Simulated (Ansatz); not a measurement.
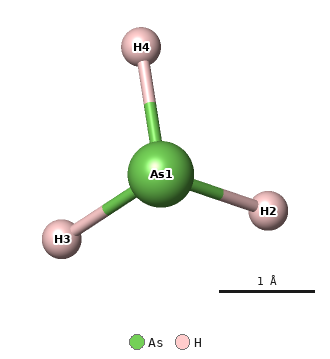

The structure as given in the input (ball-and-stick view, seen on its broad side; atoms are numbered from 1 in the order of the input). Bond lengths as drawn: As–H 1.52 to 1.53 Å.

## Geometry relaxation of AsH₃

System: AsH₃.
Method: RKS PBE0-D4/def2-TZVP (Ansatz 0.2.0).

Figures and captions count atoms from 1; the log counts them from 0 in places.

## Log
```
Functional definition: PBE0
  name "PBE0"
  cite "Adamo & Barone, J. Chem. Phys. 110, 6158 (1999) doi:10.1063/1.478522"
  cite "Perdew, Burke & Ernzerhof, Phys. Rev. Lett. 77, 3865 (1996) doi:10.1103/PhysRevLett.77.3865"
  parent pbe
  parameter a = 0.25
  parameter kappa = 0.804
  parameter beta = 0.06672455060314922
  exchange = (1 - a)*pbe_x(kappa = kappa, mu = beta*pi^2/3) + a*exact_x
  correlation = pbe_c(beta = beta)
555 factors; their error is unknown
mean field evaluation 1: about -60881.9007 eV, gradient 1.1e1 eV
mean field evaluation 2: about -60882.0533 eV, gradient 5.9e0 eV
mean field evaluation 4: about -60882.0941 eV, gradient 3.2e-1 eV
mean field evaluation 8: about -60882.3428 eV, gradient 1.4e-2 eV
mean field -60882.34275840 eV, -2237.3848288371 hartree, gradient 5.1e-6 eV, S^2 0.000000; 0 other end points of the search recorded, 0 dependent functions left out
the calculation of the forces begins
reference -60882.34277979 eV, -2237.3848296231 hartree; 18, 18 occupied and 48, 48 virtual orbitals, 555 factors
relax step   1: F+E_penalty+E_count = -60882.36983394 eV  Δ(F+E_penalty+E_count) = +0.000e0 eV  max|allowed force component| = 1.922e-1 eV/Å  Δτ_max = 0.0000 Å  (22 SCF iters, accepted)
these checks for a lower state are left out or cut short: starts, cluster_reference, orbital_swaps, neighbouring_geometries, increment
555 factors; their error is unknown
mean field evaluation 16: about -60882.0953 eV, gradient 6.8e-4 eV
mean field -60882.34384045 eV, -2237.3848686017 hartree, gradient 7.8e-6 eV, S^2 0.000000; 0 other end points of the search recorded, 0 dependent functions left out
the calculation of the forces begins
reference -60882.34386183 eV, -2237.3848693875 hartree; 18, 18 occupied and 48, 48 virtual orbitals, 555 factors
relax step   2: F+E_penalty+E_count = -60882.37092539 eV  Δ(F+E_penalty+E_count) = -1.091e-3 eV  max|allowed force component| = 2.088e-2 eV/Å  Δτ_max = 0.0088 Å  (28 SCF iters, accepted)
these checks for a lower state are left out or cut short: starts, cluster_reference, orbital_swaps, neighbouring_geometries, increment
555 factors; their error is unknown
mean field -60882.34397132 eV, -2237.3848734109 hartree, gradient 7.8e-6 eV, S^2 0.000000; 0 other end points of the search recorded, 0 dependent functions left out
the calculation of the forces begins
reference -60882.34399270 eV, -2237.3848741967 hartree; 18, 18 occupied and 48, 48 virtual orbitals, 555 factors
relax step   3: F+E_penalty+E_count = -60882.37105265 eV  Δ(F+E_penalty+E_count) = -1.273e-4 eV  max|allowed force component| = 2.082e-3 eV/Å  Δτ_max = 0.0043 Å  (28 SCF iters, accepted)
555 factors; their error is unknown
mean field evaluation 32: about -60882.3440 eV, gradient 6.2e-5 eV
```

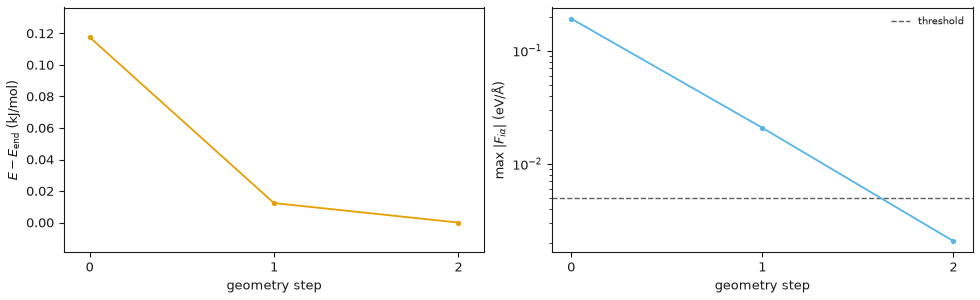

Progress of the relaxation, step by step (the first geometry is step 0 here and step 1 in the log). The energy falls by 0.12 kJ/mol in 2 geometry steps. The largest force component goes from 0.19 to 0.0021 eV/Å. The atom that moves furthest after the best rigid fit is As1 (0.007 Å). Largest moves by element: As 0.007 Å, H 0.005 Å. Among the contacts that change: As1–H4 1.531 → 1.522 Å. (Atoms are counted from 1 in the order of the input.)

```
mean field -60882.34397132 eV, -2237.3848734109 hartree, gradient 7.7e-6 eV, S^2 0.000000; 1 other end points of the search recorded, 0 dependent functions left out
the calculation of the forces begins
reference -60882.34399270 eV, -2237.3848741967 hartree; 18, 18 occupied and 48, 48 virtual orbitals, 555 factors
Total energy: -60882.37107403 eV, -2237.3858694173 hartree
Atom 0 at     0.336648     0.289095     1.646421 Å, force    -0.002081    -0.002082     0.000873 eV/Å
Atom 1 at    -1.152004     0.369245     1.341059 Å, force     0.001451     0.000322     0.000446 eV/Å
Atom 2 at     0.381074    -1.192648     1.302589 Å, force     0.000358     0.001456     0.000486 eV/Å
Atom 3 at     0.073254    -0.005631     3.115970 Å, force     0.000272     0.000304    -0.001805 eV/Å
Dipole moment:    -0.047718    -0.047402     0.022936 e Å
```

## Trajectory as extended XYZ (Å, eV, eV/Å), 3 frames, from step=1 to step=3
```
4
Properties=species:S:1:pos:R:3:forces:R:3 step=1 energy=-60882.36983
As    0.3330    0.2858    1.6412    0.0595   0.0524   0.1922
H    -1.1527    0.3737    1.3409   -0.0567  -0.0262  -0.0145
H     0.3854   -1.1933    1.3026   -0.0274  -0.0555  -0.0164
H     0.0732   -0.0061    3.1214    0.0245   0.0293  -0.1613
4
Properties=species:S:1:pos:R:3:forces:R:3 step=2 energy=-60882.37093
As    0.3383    0.2906    1.6465   -0.0103  -0.0099   0.0209
H    -1.1498    0.3655    1.3408   -0.0150   0.0197  -0.0015
H     0.3774   -1.1904    1.3022    0.0192  -0.0152  -0.0013
H     0.0731   -0.0056    3.1165    0.0061   0.0054  -0.0182
4
Properties=species:S:1:pos:R:3:forces:R:3 step=3 energy=-60882.37105
As    0.3366    0.2891    1.6464   -0.0021  -0.0021   0.0009
H    -1.1520    0.3692    1.3411    0.0015   0.0003   0.0004
H     0.3811   -1.1926    1.3026    0.0004   0.0015   0.0005
H     0.0733   -0.0056    3.1160    0.0003   0.0003  -0.0018
```

The run was set up as follows.

## The input
```yaml
crystal:
  periodic: [false, false, false]
  atoms:
    - {symbol: As, position_ang: [0.333019, 0.285795, 1.641216]}
    - {symbol: H, position_ang: [-1.152692, 0.373665, 1.340880]}
    - {symbol: H, position_ang: [0.385425, -1.193341, 1.302561]}
    - {symbol: H, position_ang: [0.073219, -0.006057, 3.121382]}
basis:
  gaussian: {orbitals: def2-TZVP}
hamiltonian: {xc: pbe0, dispersion: d4}
relax: {f_tol: 0.005, max_steps: 200}
```

Launch command:
```bash
ansatz run in.yaml --threads 4 --pin off --events-out ev --progress --plain --max-ram 9574MiB
```

## Results in brief

- outcome: converged
- total energy: −60882.3711 eV
- mean-field energy: −60882.3440 eV
- dispersion energy: −0.0271 eV
- SCF solution under orbital rotations: stable
- largest force (length of the vector) at the end: 0.003 eV/Å
- dipole moment: 0.34 D
- hardware: 4 threads of Arm Neoverse V1, 23 GiB of memory available, shared host
- wall time: 1.5 s (CPU time 4.8 s)
- peak memory: 0.4 GiB
